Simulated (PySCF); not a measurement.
# B2PLYP/STO-3G run of GeH2F− (SMILES [F][GeH2-])

What is the vertical singlet–triplet gap of GeH2F− at B2PLYP/STO-3G? 

The results are computed with PySCF 2.14.0.

15 further runs of the same task are left out: 8 that didn't finish, 7 set aside as unsound or not needed.

### 1 The molecule

GeH2F−: 4 atoms, total charge -1, spin state singlet. As SMILES, `[F][GeH2-]`. Geometry: a GFN2-xTB relaxation, a rough one for these elements and not checked as a minimum.

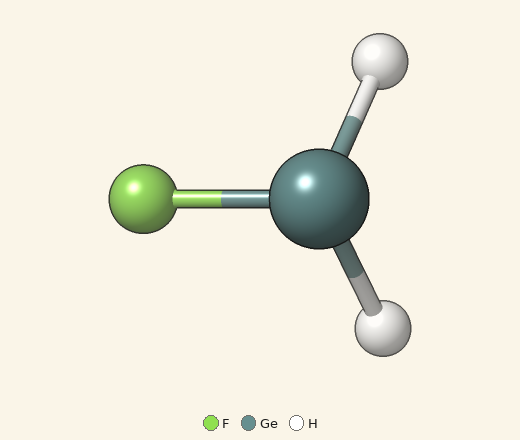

Viewed from a chosen angle; fluorine green, germanium teal, hydrogen white.

### 2 The energy at B2PLYP/STO-3G

File job.py:

```python
# [F][GeH2-]
from pyscf import gto, dft, mp

mol = gto.M(
    atom='''
F      0.158094    -1.106869     3.055045
Ge     1.042581    -0.819518    -0.496318
H     -2.370756    -0.926041    -1.875496
H      1.170081     2.852409    -0.683212
''',
    unit='bohr',
    verbose=4,
    basis='sto-3g',
    charge=-1,
    max_memory=1860,
    spin=0,
)

ks = dft.RKS(mol, xc='0.53*HF + 0.47*B88, 0.73*LYP')
ks.grids.level = 5
ks.conv_tol = 1e-10
ks.kernel()
if not ks.converged:
    ks = ks.newton().run(ks.mo_coeff, ks.mo_occ)

pt = mp.MP2(ks, frozen=10).run()
etot = ks.e_tot + 0.27 * pt.e_corr
print('PT2 part  %.8f' % (0.27 * pt.e_corr))
print('Final energy', etot)
```

On the command line:

```
OMP_NUM_THREADS=1 python job.py
```

The program printed:

```text
PySCF version 2.14.0

[INPUT] num. atoms = 4
[INPUT] num. electrons = 44
[INPUT] charge = -1
[INPUT] spin (= nelec alpha-beta = 2S) = 0
[INPUT] symmetry False subgroup None
[INPUT] Mole.unit = bohr
[INPUT] Symbol           X                Y                Z      unit          X                Y                Z       unit  Magmom
[INPUT]  1 F      0.083659741983  -0.585729850274   1.616660192335 AA    0.158094000000  -1.106869000000   3.055045000000 Bohr   0.0
[INPUT]  2 Ge     0.551710105738  -0.433670249539  -0.262640174969 AA    1.042581000000  -0.819518000000  -0.496318000000 Bohr   0.0
[INPUT]  3 H     -1.254550047852  -0.490039793578  -0.992469742372 AA   -2.370756000000  -0.926041000000  -1.875496000000 Bohr   0.0
[INPUT]  4 H      0.619180200130   1.509429839023  -0.361540220627 AA    1.170081000000   2.852409000000  -0.683212000000 Bohr   0.0

nuclear repulsion = 99.2737358651923
number of shells = 13
number of NR pGTOs = 75
number of NR cGTOs = 25
basis = sto-3g
ecp = {}

******** <class 'pyscf.dft.rks.RKS'> ********
method = RKS
initial guess = minao
damping factor = 0
level_shift factor = 0
DIIS = <class 'pyscf.scf.diis.CDIIS'>
diis_start_cycle = 1
diis_space = 8
diis_damp = 0
SCF conv_tol = 1e-10
SCF conv_tol_grad = None
SCF max_cycles = 50
direct_scf = True
direct_scf_tol = 1e-13
XC library pyscf.dft.libxc version 7.0.0
    S. Lehtola, C. Steigemann, M. J.T. Oliveira, and M. A.L. Marques.,  SoftwareX 7, 1–5 (2018)
XC functionals = 0.53*HF + 0.47*B88, 0.73*LYP
    A. D. Becke.,  Phys. Rev. A 38, 3098 (1988)
    C. Lee, W. Yang, and R. G. Parr.,  Phys. Rev. B 37, 785 (1988)
    B. Miehlich, A. Savin, H. Stoll, and H. Preuss.,  Chem. Phys. Lett. 157, 200 (1989)
radial grids:
    Treutler-Ahlrichs [JCP 102, 346 (1995); DOI:10.1063/1.469408] (M4) radial grids

becke partition: Becke, JCP 88, 2547 (1988); DOI:10.1063/1.454033
pruning grids: <function nwchem_prune>
grids dens level: 5
symmetrized grids: False
atomic radii adjust function: <function treutler_atomic_radii_adjust>
small_rho_cutoff = 0
Set gradient conv threshold to 1e-05
Initial guess from minao.
tot grids = 135696
init E= -2149.02162712341
  HOMO = -0.414315734231692  LUMO = -0.176411895849791  gap/eV = 6.47369
cycle= 1 E= -2151.77655543482  delta_E= -2.75  |g|= 0.483  |ddm|= 2.13
  HOMO = 0.240914489425549  LUMO = 0.527896148976787  gap/eV = 7.80917
cycle= 2 E= -2151.8600775427  delta_E= -0.0835  |g|= 0.281  |ddm|= 1.57
  HOMO = 0.137878598415044  LUMO = 0.522899929683461  gap/eV = 10.47696
cycle= 3 E= -2151.9058995429  delta_E= -0.0458  |g|= 0.0478  |ddm|= 0.696
  HOMO = 0.131599781753823  LUMO = 0.516730102003264  gap/eV = 10.47993
cycle= 4 E= -2151.90718277994  delta_E= -0.00128  |g|= 0.016  |ddm|= 0.119
  HOMO = 0.132760172621577  LUMO = 0.519489182669265  gap/eV = 10.52343
cycle= 5 E= -2151.9073628994  delta_E= -0.00018  |g|= 0.00303  |ddm|= 0.0396
  HOMO = 0.132363418720819  LUMO = 0.519091385450668  gap/eV = 10.52340
cycle= 6 E= -2151.90737307664  delta_E= -1.02e-05  |g|= 0.000348  |ddm|= 0.0131
  HOMO = 0.132337078386324  LUMO = 0.519087922656819  gap/eV = 10.52403
cycle= 7 E= -2151.90737325843  delta_E= -1.82e-07  |g|= 6.6e-05  |ddm|= 0.00172
  HOMO = 0.132335572930239  LUMO = 0.519079291005901  gap/eV = 10.52383
cycle= 8 E= -2151.90737326503  delta_E= -6.6e-09  |g|= 1.05e-05  |ddm|= 0.000351
  HOMO = 0.132335696139716  LUMO = 0.51907967393666  gap/eV = 10.52384
cycle= 9 E= -2151.90737326521  delta_E= -1.79e-10  |g|= 2.77e-06  |ddm|= 5.4e-05
  HOMO = 0.13233581229515  LUMO = 0.519079652009354  gap/eV = 10.52384
cycle= 10 E= -2151.90737326523  delta_E= -1.73e-11  |g|= 6.85e-07  |ddm|= 1.42e-05
  HOMO = 0.132335813296642  LUMO = 0.519079674863012  gap/eV = 10.52384
Extra cycle  E= -2151.90737326522  delta_E= 7.28e-12  |g|= 2.7e-07  |ddm|= 2.59e-06
converged SCF energy = -2151.90737326522

******** <class 'pyscf.mp.mp2.RMP2'> ********
nocc = 12, nmo = 15
frozen orbitals 10
E(RMP2) = -2152.00051144012  E_corr = -0.0931381749009008
E(SCS-RMP2) = -2152.01374452339  E_corr = -0.106371258169438
E_corr(same-spin) = -0.00622448274420373
E_corr(oppo-spin) = -0.0869136921566971
PT2 part  -0.02514731
Final energy -2151.9325205724454
```

It took 3.6 s on 1 thread of Arm Neoverse V1, shared host; peak memory 0.22 GiB.

### 3 The triplet, same level

File run.py:

```python
from pyscf import gto, dft, mp

mol = gto.M(
    atom='''
F      0.083660    -0.585730     1.616660
Ge     0.551710    -0.433670    -0.262640
H     -1.254550    -0.490040    -0.992470
H      0.619180     1.509430    -0.361540
''',
    charge=-1,
    spin=2,
    verbose=4,
    max_memory=1860,
    basis='sto-3g',
)

mf = dft.UKS(mol)
mf.xc = '0.53*HF + 0.47*B88, 0.73*LYP'
mf.conv_tol = 1e-10
mf.grids.level = 5
mf.kernel()
if not mf.converged:
    mf = mf.newton().run(mf.mo_coeff, mf.mo_occ)

pt = mp.MP2(mf, frozen=10).run()
e_tot = mf.e_tot + 0.27 * pt.e_corr
print('PT2 part  %.8f' % (0.27 * pt.e_corr))
print('E(%s) = %.9f' % ('B2PLYP', e_tot))
```

On the command line:

```
OMP_NUM_THREADS=1 python run.py
```

The program printed:

```text
PySCF version 2.14.0

[INPUT] num. atoms = 4
[INPUT] num. electrons = 44
[INPUT] charge = -1
[INPUT] spin (= nelec alpha-beta = 2S) = 2
[INPUT] symmetry False subgroup None
[INPUT] Mole.unit = angstrom
[INPUT] Symbol           X                Y                Z      unit          X                Y                Z       unit  Magmom
[INPUT]  1 F      0.083660000000  -0.585730000000   1.616660000000 AA    0.158094487581  -1.106869282941   3.055044636539 Bohr   0.0
[INPUT]  2 Ge     0.551710000000  -0.433670000000  -0.262640000000 AA    1.042580800184  -0.819517528440  -0.496317669356 Bohr   0.0
[INPUT]  3 H     -1.254550000000  -0.490040000000  -0.992470000000 AA   -2.370755909573  -0.926041390082  -1.875496486847 Bohr   0.0
[INPUT]  4 H      0.619180000000   1.509430000000  -0.361540000000 AA    1.170080621808   2.852409304202  -0.683211583075 Bohr   0.0

nuclear repulsion = 99.2737527448183
number of shells = 13
number of NR pGTOs = 75
number of NR cGTOs = 25
basis = sto-3g
ecp = {}

[... 42 lines left out ...]
[... the frontier-level lines of each cycle are left out ...]
[... 11 lines left out ...]
[... 11 lines left out ...]
[... 11 lines left out ...]
[... 11 lines left out ...]
[... 11 lines left out ...]
[... 11 lines left out ...]
[... 11 lines left out ...]
[... 11 lines left out ...]
[... 11 lines left out ...]
[... 11 lines left out ...]
[... 11 lines left out ...]
[... 3 lines left out ...]


cycle= 25 E= -2151.69074644942  delta_E= -4.91e-10  |g|= 3.75e-06  |ddm|= 0.00018


cycle= 26 E= -2151.6907464498  delta_E= -3.73e-10  |g|= 2.95e-06  |ddm|= 0.000157


cycle= 27 E= -2151.69074645017  delta_E= -3.71e-10  |g|= 1.85e-06  |ddm|= 0.000244


cycle= 28 E= -2151.69074645026  delta_E= -9.55e-11  |g|= 1.27e-06  |ddm|= 9.31e-05


Extra cycle  E= -2151.69074645027  delta_E= -1e-11  |g|= 1.07e-06  |ddm|= 7.48e-06
converged SCF energy = -2151.69074645027  <S^2> = 2.0038536  2S+1 = 3.002568

******** <class 'pyscf.mp.ump2.UMP2'> ********
nocc = (np.int64(13), np.int64(11)), nmo = (15, 15)
frozen orbitals 10
E(UMP2) = -2151.7652339515  E_corr = -0.0744875012282111
E(SCS-UMP2) = -2151.76813975083  E_corr = -0.0773933005589394
E_corr(same-spin) = -0.0138365779787469
E_corr(oppo-spin) = -0.0606509232494642
PT2 part  -0.02011163
E(B2PLYP) = -2151.710858076
```

Wall time 12 s (1 thread of Arm Neoverse V1, shared host); peak memory 0.23 GiB.

### 4 What came out

Level: B2PLYP/STO-3G, 10 core orbitals frozen.

```
                                                         quantity           value
                                            singlet: total energy  -2151.93252 Eh
                       singlet: HOMO energy (SCF part's orbitals)         3.60 eV
                       singlet: LUMO energy (SCF part's orbitals)        14.12 eV
   singlet: HOMO–LUMO gap (to an unbound level, set by the basis)        10.52 eV
                                            triplet: total energy  -2151.71086 Eh
triplet: HOMO energy (SCF part's orbitals) (highest over α and β)         9.28 eV
                                                    triplet: ⟨S²⟩           2.004
                 vertical energy of the triplet above the singlet        6.032 eV
```

**Reading.** At this shape the triplet lies 6.03 eV (582 kJ/mol) above the singlet. For an anion a state so high probably lies above electron detachment. In a minimal basis such a difference can be off by several eV, whatever the method. Mulliken charges (singlet) run from -0.34 on F1 to -0.01 on Ge2. The HOMO (singlet) lies at positive energy, 3.60 eV; only total energies tell whether the electron is bound. Mulliken charges (triplet) run from -0.31 on H3 to -0.16 on Ge2. The HOMO (triplet) lies at positive energy, 9.28 eV; only total energies tell whether the electron is bound.
